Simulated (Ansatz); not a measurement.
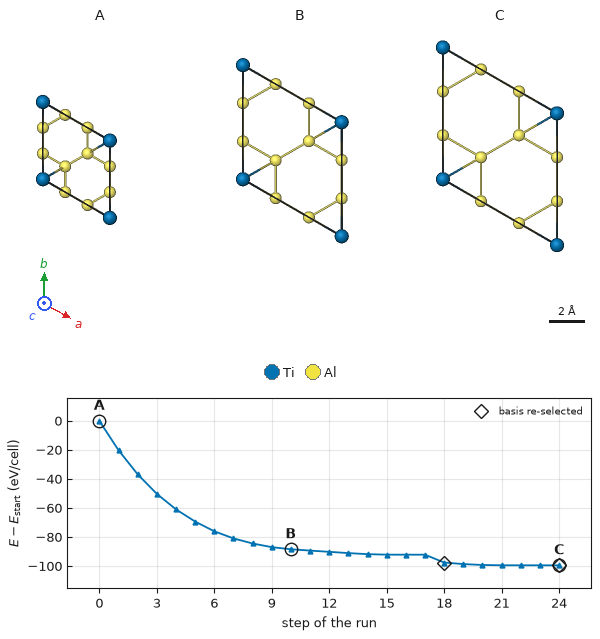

Frames of a relaxation of solid TiAl₆ (a generated structure, set up in P6/mmm) (coarse preliminary run), marked on the history of the run. A ball-and-stick model of the cell of the calculation, seen along the c axis.

These are results of DFT PBE, scalar-relativistic, plane waves, PAW (Ansatz), not measurements.

Input
```yaml
crystal:
  lattice:
    - [4.5362689, 0.0, 0.0]
    - [-2.26813445, 3.9285241, 0.0]
    - [0.0, 0.0, 4.90541963]
  atoms:
    - { symbol: Ti, position: [0.0, 0.0, 0.0] }
    - { symbol: Al, position: [0.33289683, 0.0, 0.5] }
    - { symbol: Al, position: [0.66710317, 0.0, 0.5] }
    - { symbol: Al, position: [0.0, 0.33289683, 0.5] }
    - { symbol: Al, position: [0.0, 0.66710317, 0.5] }
    - { symbol: Al, position: [0.66710317, 0.66710317, 0.5] }
    - { symbol: Al, position: [0.33289683, 0.33289683, 0.5] }
basis:
  ecutwfc: 420
kpoints:
  mp_grid: { grid: [6, 6, 4] }
hamiltonian:
  xc: pbe
scf:
  occupations: { method: gaussian, width: 0.1 }
  lower_state_search: "off"
output:
  forces: true
  stress: true
  eigenvalues: true
relax:
  adjacent_minimum: "off"
  f_tol: 0.04
  max_steps: 70
  cell: { stress_tol: 0.4 }
```

Command:
```bash
ansatz run input.yaml --threads 1 --pin off --max-ram 2048MiB --backend cpu --events-out ev --progress --plain --runs-dir out
```

> What happens along the run?

The largest moves relative to the cell, 0.004 Å, are those of Al2, Al3, Al4, Al5, Al6 and Al7. Al5 goes along −b. Ti stays in place. Cell: a = b 4.536 → 7.735 Å (+70.5 %), c 4.905 → 2.824 Å (−42.4 %). Volume +67.4 %. Among the contacts that change: Al2–Al2 4.905 → 2.824 Å, Ti1–Ti1 4.905 → 2.824 Å, Al2–Al5 1.510 → 2.579 Å, Al2–Al3 1.516 → 2.577 Å. Bond angles that change, for instance: Ti1–Al4–Ti1 116.8° → 57.4°, Ti1–Al4–Al5 121.6° → 151.3°, Ti1–Al4–Al3 74.8° → 64.0°. The space group stays P6/mmm (No. 191). After 22 accepted moves (24 points after the start) the energy has fallen by 99.466 eV per cell of the calculation. Largest force component: 0.071 eV/Å at the start, 0.0092 eV/Å at the end. The pressure goes from 268.26 to 0.14 GPa. The SCF was repeated twice at an unchanged geometry on a basis and grid sized afresh for the cell, which shifted the energy by 5.390 eV per cell of the calculation at most. From step 0 to 10: volume +79.9 %, energy −88.392 eV per cell of the calculation. From step 10 to 24: volume −7.0 %, energy −11.074 eV per cell of the calculation.

```csv
step,"E − E(0), meV/atom","largest force component, eV/Å","pressure, GPa","volume, Å³/atom",note
0,0.00,0.0707,268.26,12.488,
1,-2883.22,0.0809,211.43,13.687,
2,-5256.70,0.1267,164.72,14.928,
3,-7176.29,0.0026,126.53,16.200,
4,-8701.99,0.0257,95.22,17.498,
5,-9901.07,0.0017,70.66,18.798,
6,-10860.31,0.1031,51.10,19.974,
7,-11557.94,0.0938,35.01,21.169,
8,-12058.18,0.0815,22.03,22.190,
9,-12419.99,0.0825,11.50,22.714,
10,-12627.44,0.0601,5.53,22.469,
11,-12757.91,0.1325,2.23,21.746,
12,-12879.72,0.2685,0.12,20.749,
13,-13005.38,0.1011,-0.55,19.600,
14,-13108.87,0.0354,0.54,18.392,
15,-13157.78,0.0214,2.71,17.220,
16,-13160.17,0.0195,1.32,17.282,
17,-13160.79,0.0100,-0.09,17.394,
18,-13930.72,0.0395,20.45,17.394,"same geometry, new basis"
19,-14083.47,0.0508,13.59,18.059,
20,-14172.82,0.1168,3.68,20.123,
21,-14204.22,0.0719,-0.05,20.961,
22,-14205.45,0.0604,0.11,20.879,
23,-14205.61,0.0100,-0.04,20.905,
24,-14209.49,0.0092,0.14,20.905,"same geometry, new basis"
```
